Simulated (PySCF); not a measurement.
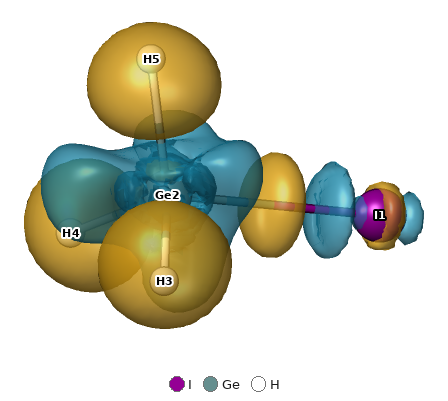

Figure. GeH₃I, SMILES `I[GeH3]`. Deformation density (molecule less spherical, spin-averaged free atoms at the same positions), surfaces at ±0.05 e/Å³; yellow: gain, teal: loss.

Computed with PySCF, PBE/def2-TZVP, geometry: GFN2-xTB. Core potentials replace the inner electrons of I; spin–orbit coupling isn't included. No frequency check shows the geometry to be a minimum. GFN2-xTB bond lengths at metals and heavier atoms can be off by up to 0.1 Å and shapes distorted, which carries into these values.

Input

```python
import numpy as np
from pyscf import gto, scf, dft
from pyscf.scf import atom_ks, atom_hf
from scipy.linalg import block_diag

def solve(mol, dm0=None, hcore=None):
    mf = (dft.UKS if mol.spin else dft.RKS)(mol, xc='pbe')
    mf.grids.level = 3
    mf = mf.density_fit(auxbasis='def2-universal-jkfit')
    mf.conv_tol, mf.max_cycle = 1e-8, 80
    if hcore is not None:
        mf.get_hcore = lambda *args: hcore
    mf.kernel(dm0)
    if not mf.converged:
        mf = mf.newton().run(mf.mo_coeff, mf.mo_occ, max_cycle=30)
    assert mf.converged, 'SCF not converged'
    return mf

mol = gto.M(atom='''
I     -1.00014    -0.00001     0.00002
Ge     1.47554     0.00003     0.00013
H      1.92872    -1.13173    -0.86934
H      1.93255    -0.18782     1.40933
H      1.92866     1.31892    -0.54526
''', basis='def2-tzvp', ecp={'I': 'def2-tzvp'}, charge=0, spin=0, verbose=4)
mf = solve(mol)
mf.analyze()
# spherically averaged free atoms, for the promolecule
atom_ks.AtomSphAverageRKS.init_guess_by_vsap = lambda self, mol=None: self.init_guess_by_minao(mol)  # core potentials
atm = atom_ks.get_atm_nrks(mol, xc='pbe')
pro = block_diag(*[(atm[a[0]][2] * atm[a[0]][3]) @ atm[a[0]][2].T for a in mol._atom])
np.savez('result.npz', e=mf.e_tot, c=mf.mo_coeff, occ=mf.mo_occ, eps=mf.mo_energy, pro=pro, dip=mf.dip_moment(verbose=0), s2=mf.spin_square()[0])
```

Run with:

```sh
OMP_NUM_THREADS=1 python input.py
```

The run took 22 s on 1 thread of Arm Neoverse N1 (shared host), peak memory 0.42 GiB.

Partitions, critical points and surface values were worked out afterwards from this run's density.

### How much density has each bond gained at its critical point, relative to the free atoms?

Ge2–H4: +0.27 e/Å³ at the bond critical point (bond length 1.49 Å, Mayer order 0.9). Ge2–H3 and Ge2–H5: +0.27 e/Å³ at the bond critical point (bond length 1.50 Å, Mayer order 0.9). I1–Ge2: +0.09 e/Å³ at the bond critical point (bond length 2.48 Å, Mayer order 1.1). In all, 1.0 electrons gather in the regions of gain relative to the promolecule. A small or negative value marks a very polar bond, one between electron-rich atoms, whose free-atom densities already overlap strongly, a long bond to a heavier atom, or a closed-shell contact such as a hydrogen bond.

### Where do the Hirshfeld charges lie?

The highest Hirshfeld charge is on Ge2 (+0.26 e), the lowest on I1 (−0.11 e).
